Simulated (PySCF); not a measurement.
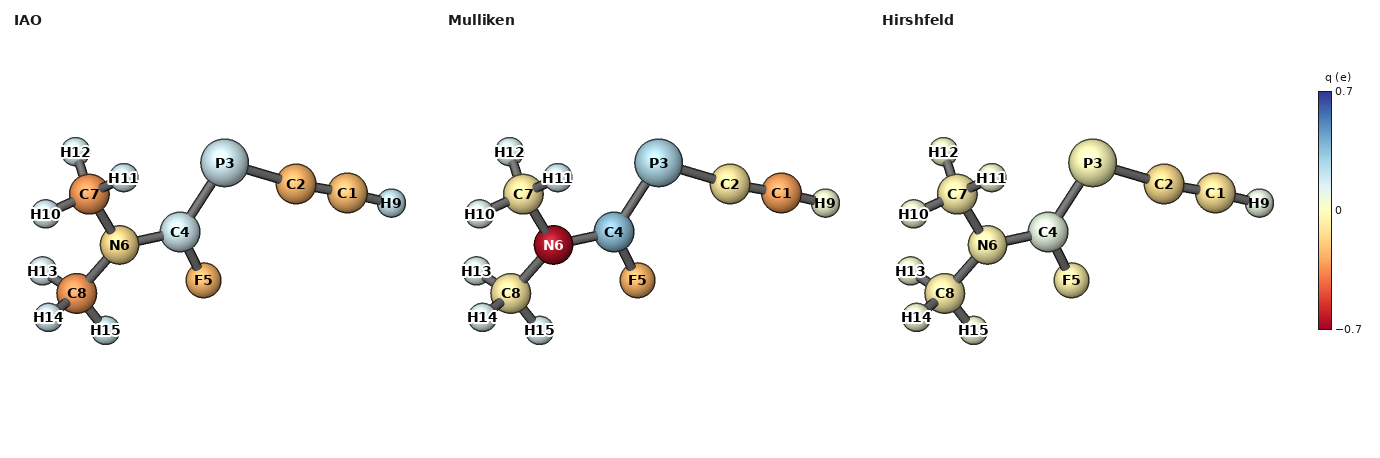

Atomic charges of one calculation by 3 schemes, on one colour scale. The geometry was computed by an optimisation with GFN2-xTB. No frequency run is at hand to confirm it as a minimum. Method: PBE0/pcSseg-1 (PySCF 2.14.0).

On which atom do the schemes disagree most?

Answer. On N6 (from −0.65 to −0.04 e).

List the charges (e), one line for each set of equivalent atoms.

| atom | IAO | Mulliken | Hirshfeld |
| --- | --- | --- | --- |
| C1 | −0.23 | −0.30 | −0.12 |
| C2 | −0.25 | −0.09 | −0.14 |
| P3 | 0.18 | 0.26 | −0.02 |
| C4 | 0.17 | 0.34 | 0.09 |
| F5 | −0.24 | −0.26 | −0.05 |
| N6 | −0.14 | −0.65 | −0.04 |
| C7 | −0.31 | −0.09 | −0.06 |
| C8 | −0.31 | −0.08 | −0.06 |
| H9 | 0.20 | 0.05 | 0.09 |
| H10 | 0.16 | 0.13 | 0.06 |
| H11 | 0.17 | 0.16 | 0.05 |
| H12 | 0.15 | 0.13 | 0.04 |
| H13 | 0.14 | 0.12 | 0.05 |
| H14 | 0.15 | 0.13 | 0.05 |
| H15 | 0.18 | 0.14 | 0.05 |

The geometry is semi-empirical. Around P such bond lengths and angles can be off by a tenth of an ångström or more and by several degrees, and values that hang on the shape move with them.
